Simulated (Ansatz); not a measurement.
# TiFe (Pm-3m): phonons and vibrational spectra, part 2 of 2

Aim: the vibrations of TiFe (Pm-3m), their spectra, and whether the structure is stable.

Ansatz 0.2.0; DFT PBEsol, scalar-relativistic, plane waves, PAW.

So far. Step 4 (Tight relaxation): The forces vanish by symmetry and the pressure is -0.006 GPa, within the tolerances set. The cell now holds 12.40 Å³/atom. Step 5 (Zone-centre response): Before it was imposed, the acoustic sum rule was missed by 8.8e-5 eV/Å². Small misses are needed for a sound result but don't prove that mesh and cutoff are converged. The lowest optical mode is real, 252 cm⁻¹. The relaxed cell has a = 2.916 Å (conventional setting).

## 6. Response at finite wavevector

Stability and thermal properties need the whole zone. Linear response on a 4×4×4 q mesh gives force constants as far as a supercell of that size would.

input.yaml reads:

```yaml
crystal:
  lattice:
    - [2.9160918122, 0.0, 0.0]
    - [0.0, 2.9160918122, 0.0]
    - [0.0, 0.0, 2.9160918122]
  atoms:
    - { symbol: Ti, position: [0.5, 0.5, 0.5] }
    - { symbol: Fe, position: [0.0, 0.0, 0.0] }
kpoints:
  mp_grid: { grid: [16, 16, 16] }
hamiltonian:
  xc: pbesol
scf:
  occupations: { method: methfessel_paxton, width: 0.15 }
output:
  eigenvalues: true
phonons:
  method: dfpt
  qmesh: [4, 4, 4]
  temperatures: { t_max: 1000, t_step: 50 }
  qpath:
    path:
      - [[0.0, 0.0, 0.0], [0.0, 0.5, 0.0], [0.5, 0.5, 0.0], [0.0, 0.0, 0.0], [0.5, 0.5, 0.5], [0.0, 0.5, 0.0]]
      - [[0.5, 0.5, 0.5], [0.5, 0.5, 0.0]]
    npoints: 10
```

The run is started by

```
ansatz run input.yaml --threads 4 --pin off --max-ram 7168MiB --backend cpu --events-out ev --progress --plain --runs-dir out
```

Numbers of over 12 decimals in the logs are rounded to 6 here.

What it wrote:

```text
[...]
Crystal: 2 atoms, lattice volume = 24.797 Å³
Basis set: ecut = 420 eV, 461 PW (Γ), exchange–correlation on 40×40×40 points (8 copies of the dense FFT grid, shifted against one another)
Bands: 18, of which v1, the nominal top of the filled ones, is band 14 counted from 1 (13 counted from 0)
Symmetry: 48 space group operations
k-points: 165 of 4096
[...]
SCF iter   1: F=—  HF=-6923.705639 eV  |F-HF|=—  |Δ(HF+E_count)|=         —  Δρ=2.19e-2  dr2=9.57e-2  ethr=1.77e-3  ⟨swp⟩=3.6  Hψ=10770  notcnv=0
[...]
SCF iter   7: F=-6923.697257 eV  HF=-6923.697257 eV  |F-HF|=1.82e-12  |Δ(HF+E_count)|=  1.56e-10  S|Δr|=    0.00e0  Δρ=1.87e-7  dr2=3.24e-12  ethr=1.00e-12  ⟨swp⟩=4.0  Hψ=15081  notcnv=0
SCF 1 converged in 7 iterations: F = -6923.697257 eV  dr2 = 3.24e-12
[...]
SCF iter   3: F=-6923.697257 eV  HF=-6923.697257 eV  |F-HF|=4.55e-12  |Δ(HF+E_count)|=  9.09e-13  S|Δr|=    0.00e0  Δρ=1.23e-7  dr2=4.10e-12  ethr=1.00e-12  ⟨swp⟩=2.1  Hψ=5968  notcnv=0
SCF 2 converged in 3 iterations: F = -6923.697257 eV  dr2 = 4.10e-12
phonons: the bands overlap, so this run is a metal and interpolates without the dipole-dipole term. If the crystal is really an insulator or semiconductor, its LO-TO splitting is missing
NSCF: frozen V_eff on 165 k-points
[...]
DFPT response loops at q = (0, 0, 0) (fractional): preconditioner auto → Kerker (q_TF=auto, 2.784 Å⁻¹) (partly filled bands, converged f_vac=0.000); β = 1.00, the filter's whole step (`scf.mixing.beta` (0.50) is not read by the response loops under this deck's `scf.mixing.preconditioner`; to damp them name `kerker` or `kerker_dos`, under which they read `scf.mixing.beta`, and type it under 1.00, their step now; both keys bind the ground state too); Broyden in place of MSR1
[...]
SCF converged after 7 iterations
[...]
Free energy (F): -6923.697257 eV
[...]
Internal energy: -6923.698290 eV  (E = F + TS)
E sigma→0 (E₀):  -6923.697515 eV
Entropy (-TS):   0.001033 eV (0.517 meV/atom)
Fermi energy:    18.132022 eV
[...]
--- Band table (eV; the first three rows and the last of 165) ---
  k-point 0: bands = [... 10 lower, 14.1449, 17.0802, 17.0802, 17.0802, 19.4591, 19.4591, 21.5112, 21.5112]
  k-point 1: bands = [... 10 lower, 14.1905, 17.0738, 17.0738, 17.0990, 19.4066, 19.4795, 21.3810, 21.3810]
  k-point 2: bands = [... 10 lower, 14.3192, 17.0570, 17.0570, 17.1538, 19.2516, 19.5342, 21.0405, 21.0405]
  k-point 164: bands = [... 10 lower, 15.9250, 16.1058, 16.1058, 16.1058, 18.2090, 18.2090, 21.8319, 21.8319]
--- Phonons (Γ-DFPT): 2 representative perturbations + reference (Σ response iterations 6) ---
  ASR residual: 8.239e-5 → 0.000e0 eV/Å²; symmetrization residual: 8.657e-6 eV/Å²
  ASR residual per site (eV/Å²): 4.80e-5 8.24e-5
  Γ frequencies (cm⁻¹): 0.00 0.00 0.00 251.57 251.57 251.57
--- Phonons (arbitrary-q DFPT): 10 irreducible q on the 4×4×4 mesh ---
  q = [0.0000, 0.0000, 0.0000] (star 1, of the zone-centre solve; hermiticity 2.89e-6, symmetrization 4.06e-12): -0.00 -0.00 0.00 251.57 251.57 251.57
  q = [0.0000, 0.0000, 0.2500] (star 6, 4 solved perturbations in 4032 linear systems a pass and spin channel, the states on 1296 of 4096 k-point pairs; hermiticity 6.65e-7, symmetrization 9.19e-14): 96.19 96.19 193.08 236.49 236.49 334.29
[...]
q = [0.0000, 0.2500, -0.5000] (star 12, 6 solved perturbations on 1296 of 4096 k-point pairs; hermiticity 5.59e-7, symmetrization 1.79e-8): 168.49 213.22 223.88 228.07 274.22 350.20
[...]
sum rule: each row above includes the acoustic sum rule's correction from the zone centre's row sums; it moved no ω² by more than (0.63 cm⁻¹)²
  mesh force constants: q→R imaginary residual 8.23e-19; ASR residual 8.239e-5 → 0.000e0 eV/Å²; symmetrization residual 1.066e-14 eV/Å²
  interpolated dispersion: 62 rows × 6 modes
  density of states and harmonic sums: on the 24×24×24 q-mesh, interpolated from the force constants of a 4×4×4 supercell (no non-analytic term)
  largest difference from the sums on the solved wave vectors: F 9.64e-3 eV, S 1.37e-5 and C_V 4.02e-6 eV/K
  zero-point energy: 0.089439 eV/cell   skipped modes (ω ≤ 0): 3   left out of the sums: 3.62e-5 of the cell's modes: C_V's classical limit lies that fraction below 3 k_B per atom; for a crystal, a wire or a layer, F and S can be off by more, and a phonons.interpolated_qmesh denser along its periods is the remedy for the sampling
```

Run time: 7.6 min. Hardware: 4 threads of Arm Neoverse V1, shared host; peak memory 3.1 GiB; 29 min of CPU time.

Numbers from this step:

```yaml
sum_rule_residual_before_enforcement: 8.24e-5 eV/Å²
lowest_frequency_on_the_path: 0 cm⁻¹
highest_frequency_on_the_path_or_at_a_solved_wavevector: 392.7 cm⁻¹
mean_frequency: 240.5 cm⁻¹
debye_temperature_second_moment: 460 K
logarithmic_mean_frequency: 231.7 cm⁻¹
lowest_mode_on_the_q_mesh_acoustic_modes_at_gamma_apart: 96.19 cm⁻¹
zero_point_energy_per_atom: 44.72 meV
heat_capacity_at_300_k: 22.24 J/(mol atoms K)
vibrational_entropy_at_300_k: 23.72 J/(mol atoms K)
```

Frequencies (cm⁻¹) solved at each irreducible wavevector; negative means imaginary. Frequencies by wavevector, by row:

| q in reciprocal lattice units | star | mode 1 | mode 2 | mode 3 | mode 4 | mode 5 | mode 6 |
| --- | --- | --- | --- | --- | --- | --- | --- |
| 0 0 0 | 1 | 0 | 0 | 0 | 251.6 | 251.6 | 251.6 |
| 0 0 0.25 | 6 | 96.2 | 96.2 | 193.1 | 236.5 | 236.5 | 334.3 |
| 0 0 -0.5 | 3 | 155.6 | 155.6 | 210.2 | 210.2 | 267.8 | 392.7 |
| 0 0.25 0.25 | 12 | 131.4 | 167.1 | 229.4 | 233.6 | 283.6 | 310.6 |
| 0 0.25 -0.5 | 12 | 168.5 | 213.2 | 223.9 | 228.1 | 274.2 | 350.2 |
| 0 -0.5 -0.5 | 3 | 178.2 | 210.9 | 241.3 | 241.3 | 313 | 313 |
| 0.25 0.25 0.25 | 8 | 195.2 | 195.2 | 246.2 | 274.6 | 274.6 | 286.3 |
| 0.25 0.25 -0.5 | 12 | 229.1 | 234.8 | 241.6 | 244.4 | 274.1 | 325.2 |
| 0.25 -0.5 -0.5 | 6 | 247.1 | 248 | 252.1 | 252.1 | 310.6 | 310.6 |
| -0.5 -0.5 -0.5 | 1 | 269.6 | 269.6 | 269.6 | 304.1 | 304.1 | 304.1 |

Interpolated from a 4×4×4 q mesh. The phonon branches at the labelled points (cm⁻¹):

| point | branch 1 | branch 2 | branch 3 | branch 4 | branch 5 | branch 6 |
| --- | --- | --- | --- | --- | --- | --- |
| Γ | 0 | 0 | 0 | 252 | 252 | 252 |
| X | 156 | 156 | 210 | 210 | 268 | 393 |
| M | 178 | 211 | 241 | 241 | 313 | 313 |
| Γ | 0 | 0 | 0 | 252 | 252 | 252 |
| R | 270 | 270 | 270 | 304 | 304 | 304 |
| X | 156 | 156 | 210 | 210 | 268 | 393 |
| jump to R | 270 | 270 | 270 | 304 | 304 | 304 |
| M | 178 | 211 | 241 | 241 | 313 | 313 |

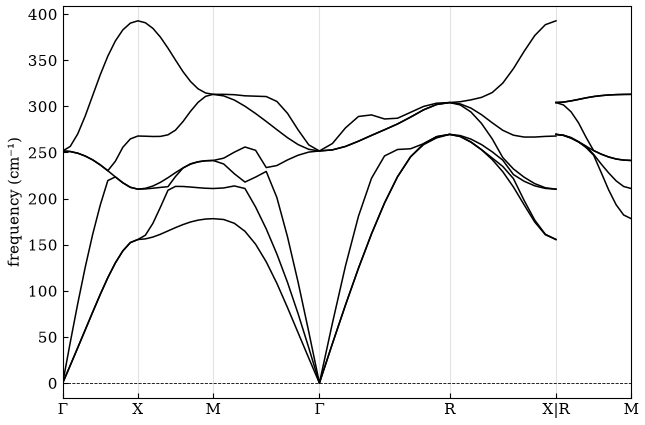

Phonon branches along the path.

The phonon density of states has structure finer than the step of the table below, so its rows give means over 25 cm⁻¹, whole bins alone (the curve runs from 2.5 to 392 cm⁻¹). Peaks (cm⁻¹: height): 247.5: 0.0662, 312.5: 0.0341.

Tetrahedra on a 24×24×24 mesh, mean over bins of 5 cm-1. Interpolated from a 4×4×4 q mesh. Phonon density of states against wavenumber; means over each step:

| wavenumber (cm⁻¹) | phonon density of states (1/cm⁻¹/cell) |
| --- | --- |
| 25 | 1.9e-4 |
| 50 | 8.2e-4 |
| 75 | 0.00189 |
| 100 | 0.00356 |
| 125 | 0.00629 |
| 150 | 0.0121 |
| 175 | 0.0177 |
| 200 | 0.0176 |
| 225 | 0.0472 |
| 250 | 0.0564 |
| 275 | 0.0242 |
| 300 | 0.0256 |
| 325 | 0.0162 |
| 350 | 0.00673 |
| 375 | 0.00324 |

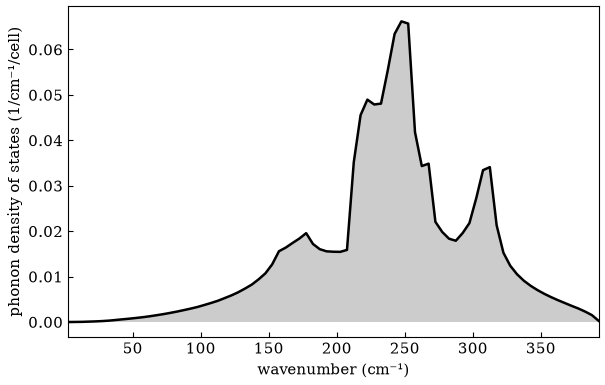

Phonon density of states against wavenumber.

The partial phonon density of states has structure finer than the step of the table below, so its rows give means over 50 cm⁻¹, whole bins alone (the curve runs from -10 to 414 cm⁻¹). Peaks (cm⁻¹: height): Fe 248.5: 0.0528; Ti 173.9: 0.0143, 248.5: 0.0158, 275.2: 0.0165, 309.8: 0.0310.

Phonopy on the run's constants, 19x19x19 mesh, Gaussian sigma 3.0 cm-1. Interpolated from a 4×4×4 q mesh. Table of partial phonon density of states by wavenumber; means over each step; values in 1/cm⁻¹/cell:

| wavenumber (cm⁻¹) | Fe | Ti |
| --- | --- | --- |
| 50 | 4.8e-4 | 4.2e-4 |
| 100 | 0.00186 | 0.00182 |
| 150 | 0.00435 | 0.00795 |
| 200 | 0.0146 | 0.00965 |
| 250 | 0.0346 | 0.0135 |
| 300 | 0.00360 | 0.0191 |
| 350 | 4.4e-4 | 0.00679 |

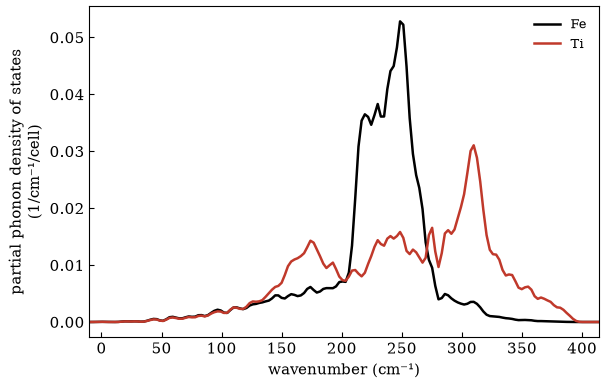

Partial phonon density of states, plotted against wavenumber.

Second derivatives of the energy by pair, one row for each kind of neighbour of each atom listed. Each entry sums the pair over the periodic images of the supercell that the q mesh stands for, and in a polar crystal it holds the long-range dipole part too. Force constants by pair, by row:

| atom | neighbour | distance (Å) | third of the trace (eV/Å²) | along the pair's line (eV/Å²) |
| --- | --- | --- | --- | --- |
| Ti1 | itself | 0 | 12.05 | – |
| Ti1 | Fe | 2.525 | -0.8775 | -1.463 |
| Ti1 | Ti | 2.916 | -0.6727 | -3.414 |
| Ti1 | Ti | 4.124 | -0.0599 | -0.5841 |
| Ti1 | Fe | 4.836 | 0.028 | 0.1012 |
| Ti1 | Ti | 5.051 | -0.1214 | -0.3732 |
| Ti1 | Ti | 5.832 | -0.0018 | -0.0334 |
| Ti1 | Fe | 6.355 | 0.0115 | 0.0429 |
| Ti1 | Ti | 6.521 | -0.013 | -0.0187 |
| Fe2 | itself | 0 | 11.12 | – |
| Fe2 | Ti | 2.525 | -0.8775 | -1.463 |
| Fe2 | Fe | 2.916 | -0.5989 | -1.361 |
| Fe2 | Fe | 4.124 | -0.0554 | -0.3141 |
| Fe2 | Ti | 4.836 | 0.028 | 0.1012 |
| Fe2 | Fe | 5.051 | -0.1021 | -0.3561 |
| Fe2 | Fe | 5.832 | -0.0214 | -0.1844 |
| Fe2 | Ti | 6.355 | 0.0115 | 0.0429 |
| Fe2 | Fe | 6.521 | -0.0087 | -0.0265 |

Harmonic thermodynamic functions per atom, from the density of states. Interpolated from a 4×4×4 q mesh. Thermodynamic functions, by row:

| T (K) | F_vib (meV/atom) | S (J/mol-atom/K) | C_V (J/mol-atom/K) |
| --- | --- | --- | --- |
| 0 | 44.72 | 0 | 0 |
| 50 | 44.64 | 0.646 | 2.141 |
| 100 | 43.41 | 4.62 | 10.4 |
| 200 | 33.04 | 15.22 | 19.42 |
| 300 | 12.66 | 23.72 | 22.24 |
| 400 | -15.47 | 30.3 | 23.37 |
| 500 | -49.69 | 35.58 | 23.92 |
| 600 | -88.91 | 39.97 | 24.23 |
| 700 | -132.3 | 43.72 | 24.41 |
| 800 | -179.4 | 46.98 | 24.54 |
| 900 | -229.6 | 49.88 | 24.62 |
| 1000 | -282.6 | 52.48 | 24.68 |

Harmonic mean-square displacement, third of the trace. Interpolated from a 4×4×4 q mesh. Mean square displacements, by row:

| T (K) | Ti1 U_eq (Å²) | Fe2 U_eq (Å²) |
| --- | --- | --- |
| 0 | 0.00156 | 0.00141 |
| 100 | 0.00187 | 0.0017 |
| 300 | 0.00379 | 0.00347 |
| 600 | 0.00717 | 0.00659 |

Symmetry leaves 10 wavevectors to solve. The lowest mode among them, the acoustic zeros apart, lies at q = (0, 0, 0.25) and is real, 96.2 cm⁻¹.

## 7. Another isotope, element Fe, natural mass 55.845 amu

An isotope changes the mass and not the force constants, so no new electronic calculation is needed; the shifts show which modes move this element.

The same force constants with the mass of Fe changed from 55.845 to 53.940 u (phonopy, no LO-TO term). Both lists are sorted by frequency; levels can cross, so a row need not hold one and the same mode. Modes under 3 cm⁻¹ are left out. Isotope shifts, by row:

| q | rank | natural mass (cm⁻¹) | changed mass (cm⁻¹) |
| --- | --- | --- | --- |
| 0 0 0 | 4 | 251.6 | 253.6 |
| 0 0 0 | 5 | 251.6 | 253.6 |
| 0 0 0 | 6 | 251.6 | 253.6 |
| 0 0 0.25 | 1 | 96.19 | 96.95 |
| 0 0 0.25 | 2 | 96.19 | 96.95 |
| 0 0 0.25 | 3 | 193.1 | 195.7 |
| 0 0 0.25 | 4 | 236.5 | 238.8 |
| 0 0 0.25 | 5 | 236.5 | 238.8 |
| 0 0 0.25 | 6 | 334.3 | 335.6 |
| 0 0 -0.5 | 1 | 155.6 | 155.6 |
| 0 0 -0.5 | 2 | 155.6 | 155.6 |
| 0 0 -0.5 | 3 | 210.2 | 213.9 |
| 0 0 -0.5 | 4 | 210.2 | 213.9 |
| 0 0 -0.5 | 5 | 267.8 | 272.5 |
| 0 0 -0.5 | 6 | 392.7 | 392.7 |
| 0 0.25 0.25 | 1 | 131.4 | 132.3 |
| 0 0.25 0.25 | 2 | 167.1 | 169.1 |
| 0 0.25 0.25 | 3 | 229.4 | 231.9 |
| 0 0.25 0.25 | 4 | 233.6 | 236.9 |
| 0 0.25 0.25 | 5 | 283.6 | 285.2 |
| 0 0.25 0.25 | 6 | 310.6 | 311.6 |

A mode of this element alone would shift by +1.75 %. The highest zone-centre frequency without the field goes from 251.6 to 253.6 cm⁻¹ (+0.8 %). The product of the frequency ratios over all optical modes at Γ is 1.025; the product rule, (m/m′)^(3k/2) (M′/M)^(3/2) with k = 1 such atoms and M the mass of the cell, gives 1.025.

## 8. Isotope substitution, element Ti, natural mass 47.867 amu

The same for Ti, from 47.87 to 49.94 u.

A mode of this element alone would shift by -2.10 %. The highest zone-centre frequency without the field goes from 251.6 to 248.7 cm⁻¹ (-1.1 %). The product of the frequency ratios over all optical modes at Γ is 0.967; the product rule, (m/m′)^(3k/2) (M′/M)^(3/2) with k = 1 such atoms and M the mass of the cell, gives 0.967.

## 9. Summary of results

```json
{
  "space group after relaxation (within 0.01 Å)": "Pm-3m",
  "volume per atom": "12.4 Å³",
  "electronic character": "no gap on this mesh",
  "highest optical mode at the zone centre (no LO-TO term)": "252 cm⁻¹",
  "lowest optical zone-centre mode": "252 cm⁻¹",
  "lowest mode on the q mesh (acoustic modes at Γ apart)": "96.2 cm⁻¹",
  "highest frequency on the path or at a solved wavevector": "393 cm⁻¹",
  "zero-point energy per atom": "44.7 meV",
  "heat capacity at 300 K": "22.2 J/(mol atoms K)",
  "vibrational entropy at 300 K": "23.7 J/(mol atoms K)",
  "Debye temperature (second moment)": "460 K",
  "imaginary modes on the 4×4×4 q mesh": "none"
}
```

**Reading.** The structure is a minimum as far as tested: no mode is imaginary at the 10 irreducible wavevectors of the 4×4×4 mesh, and the softest away from the acoustic zeros lies at 96 cm⁻¹. The optical modes at Γ form one degenerate level at 252 cm⁻¹. With no gap, or one that is small against the smearing, the frequencies hang on the k mesh and the smearing, most of all near Kohn anomalies. The phonon runs are without spin polarisation, although Fe often carries a moment. These are harmonic frequencies at zero temperature: anharmonic shifts, linewidths and thermal expansion are left out.

[Logs are printed without paths, hosts, clocks, repeated set-up lines and the standing remarks that a program may print on its own settings, such as how far it seeks lower states.]

[Hosts, paths, dates, database ids (printed as entryN), source tags and the programs' standing remarks are cut or masked in the printed files.]
